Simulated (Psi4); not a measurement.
**CSe (SMILES [C][Se]): PBE/cc-pVTZ**

What is the energy change on altering one bond length of CSe at PBE/cc-pVTZ? 

Program for the calculation: Psi4 1.11.

**1. Starting point**

CSe: 2 atoms, total charge 0, spin state singlet. SMILES: `[C][Se]`. The coordinates come from a PBE0-D4/def2-TZVP relaxation.

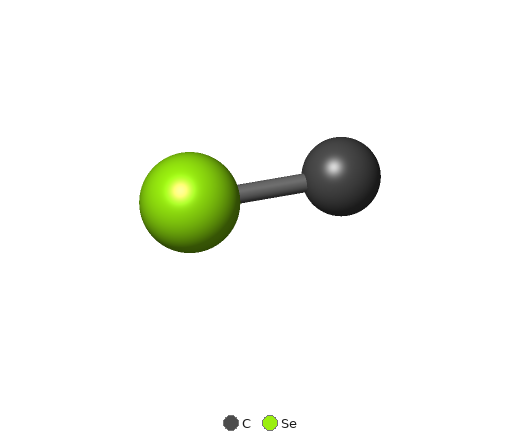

Viewed from a chosen angle; carbon dark grey, selenium green.

**2. The energy at PBE/cc-pVTZ**

The input, input.inp:

```
memory 2200 mb

molecule molecule1 {
  0 1
  C
  Se 1 R2

  R2 = 1.6713
  symmetry c1
  no_reorient
  no_com
}

set globals {
  basis cc-pVTZ
  puream true
  e_convergence 1e-09
  d_convergence 1e-08
  scf_type pk
  dft_radial_points 99
  dft_spherical_points 590
}

e, wfn = energy("pbe", return_wfn=True)
oeprop(wfn, "LOWDIN_CHARGES", "MULLIKEN_CHARGES", "DIPOLE", title="PBE")
```

Launch:

```bash
$ psi4 -n 1 input.inp input.out
```

input.out, cut to the lines that bear on the results:

```text
[...]
  Running in c1 symmetry.
[...]
  Nuclear repulsion =   64.591725588870943
[...]
  Multiplicity = 1
[...]
  Nalpha       = 20
  Nbeta        = 20
[...]
    Number of basis functions: 73
[...]
   @RKS iter   1: -2438.64185109712162   -1.93227e+00   2.23495e-02 DIIS/ADIIS
[...]
   @RKS iter  11: -2439.20666872998936   -4.54747e-12   1.14142e-09 DIIS
[...]
    Orbital Energies [Eh]
    ---------------------
    Doubly Occupied:
       1A   -452.149558     2A    -57.463459     3A    -51.611337
       4A    -51.611337     5A    -51.610196     6A     -9.985724
       7A     -7.591571     8A     -5.578277     9A     -5.578277
      10A     -5.575974    11A     -2.018355    12A     -2.018223
      13A     -2.018223    14A     -2.016816    15A     -2.016816
      16A     -0.729988    17A     -0.469260    18A     -0.300980
      19A     -0.300980    20A     -0.258419
[...]
  @RKS Final Energy: -2439.20666872998936
   => Energetics <=
    Nuclear Repulsion Energy =             64.5917255888709434
    One-Electron Energy =               -3521.4421585565883106
    Two-Electron Energy =                1109.6434286971373240
    DFT Exchange-Correlation Energy =     -91.9996644594092601
    Empirical Dispersion Energy =           0.0000000000000000
    VV10 Nonlocal Energy =                  0.0000000000000000
    Total Energy =                      -2439.2066687299893601
[...]
 Multipole Moments:
 ------------------------------------------------------------------------------------
     Multipole            Electronic (a.u.)      Nuclear  (a.u.)        Total (a.u.)
 ------------------------------------------------------------------------------------
 L = 1.  Multiply by 2.5417464519 to convert [e a0] to [Debye]
 Dipole X            :          0.0000000            0.0000000            0.0000000
 Dipole Y            :          0.0000000            0.0000000            0.0000000
 Dipole Z            :          3.3141534           -2.4567471            0.8574063
 Magnitude           :                                                    0.8574063
[...]
  Mulliken Charges: (a.u.)
   Center  Symbol    Alpha    Beta     Spin     Total
       1     C     3.11269  3.11269  0.00000 -0.22538
       2    SE    16.88731 16.88731  0.00000  0.22538
   Total alpha = 20.00000, Total beta = 20.00000, Total charge = -0.00000
  Lowdin Charges: (a.u.)
   Center  Symbol    Alpha    Beta     Spin     Total
       1     C     3.18506  3.18506  0.00000 -0.37011
       2    SE    16.81494 16.81494  0.00000  0.37011
  Total alpha = 20.00000, Total beta = 20.00000, Total charge = -0.00000
[...]
```

Wall time 11 s (1 thread of Intel Xeon 6975P-C (Granite Rapids), shared host); peak memory 1.3 GiB.

**3. The distorted shape: energy and gradient at PBE/cc-pVTZ**

The input, input.inp:

```
memory 2.2 GB

molecule system {
  0 1
  C
  Se 1 1.922
  symmetry c1
  no_reorient
  no_com
}

set basis cc-pVTZ
set puream true
set e_convergence 1e-09
set d_convergence 1e-08
set scf_type pk
set dft_radial_points 99
set dft_spherical_points 590

result, w = gradient('pbe', return_wfn=True)
```

Launch:

```bash
$ psi4 -i input.inp -o input.out -n 1
```

input.out, cut to the lines that bear on the results:

```text
[...]
  Running in c1 symmetry.
[...]
  Nuclear repulsion =   56.166571788074926
[...]
  Multiplicity = 1
[...]
  Nalpha       = 20
  Nbeta        = 20
[...]
    Number of basis functions: 73
[...]
   @RKS iter   1: -2438.54394607275844   -2.11088e+00   2.33080e-02 ADIIS/DIIS
[...]
   @RKS iter  13: -2439.18079809497885   -9.09495e-13   1.33272e-09 DIIS
[...]
    Orbital Energies [Eh]
    ---------------------
    Doubly Occupied:
       1A   -452.153559     2A    -57.464516     3A    -51.612447
       4A    -51.612447     5A    -51.612405     6A    -10.031228
       7A     -7.589413     8A     -5.575430     9A     -5.575430
      10A     -5.574900    11A     -2.014957    12A     -2.014806
      13A     -2.014806    14A     -2.014486    15A     -2.014486
      16A     -0.678244    17A     -0.486028    18A     -0.276579
      19A     -0.276579    20A     -0.276263
[...]
  @RKS Final Energy: -2439.18079809497885
   => Energetics <=
    Nuclear Repulsion Energy =             56.1665717880749256
    One-Electron Energy =               -3504.6867136949945234
    Two-Electron Energy =                1101.2231956395380621
    DFT Exchange-Correlation Energy =     -91.8838518275976810
    Empirical Dispersion Energy =           0.0000000000000000
    VV10 Nonlocal Energy =                  0.0000000000000000
    Total Energy =                      -2439.1807980949788544
[...]
 Multipole Moments:
 ------------------------------------------------------------------------------------
     Multipole            Electronic (a.u.)      Nuclear  (a.u.)        Total (a.u.)
 ------------------------------------------------------------------------------------
 L = 1.  Multiply by 2.5417464519 to convert [e a0] to [Debye]
 Dipole X            :         -0.0000000            0.0000000           -0.0000000
 Dipole Y            :          0.0000000            0.0000000            0.0000000
 Dipole Z            :          3.3568375           -2.8252666            0.5315709
 Magnitude           :                                                    0.5315709
[...]
  -Total Gradient:
     Atom            X                  Y                   Z
    ------   -----------------  -----------------  -----------------
       1        0.000000000000     0.000000000000    -0.100362549841
       2       -0.000000000001     0.000000000001     0.100361364346
[...]
```

Run time: 39 s. Hardware: 1 thread of Intel Xeon 6975P-C (Granite Rapids), shared host; peak memory 1.3 GiB.

**4. Results**

Level: PBE/cc-pVTZ.

| quantity | value |
| --- | --- |
| first shape: total energy | -2439.20667 Eh |
| first shape: dipole moment | 2.18 D |
| first shape: HOMO energy | -7.03 eV |
| first shape: LUMO energy | -3.42 eV |
| first shape: HOMO–LUMO gap | 3.62 eV |
| distorted shape: total energy | -2439.18080 Eh |
| distorted shape: dipole moment | 1.35 D |
| distorted shape: HOMO energy | -7.52 eV |
| distorted shape: LUMO energy | -4.21 eV |
| distorted shape: HOMO–LUMO gap | 3.31 eV |
| distorted shape: largest force on an atom | 5.161 eV/Å |
| energy change with the C1–Se2 bond stretched from 1.671 to 1.922 Å | 0.704 eV |

**Reading.** With the C1–Se2 bond stretched from 1.671 to 1.922 Å the energy rises by 0.70 eV (67.9 kJ/mol). The first shape isn't relaxed at this level, so the change isn't measured from a minimum.
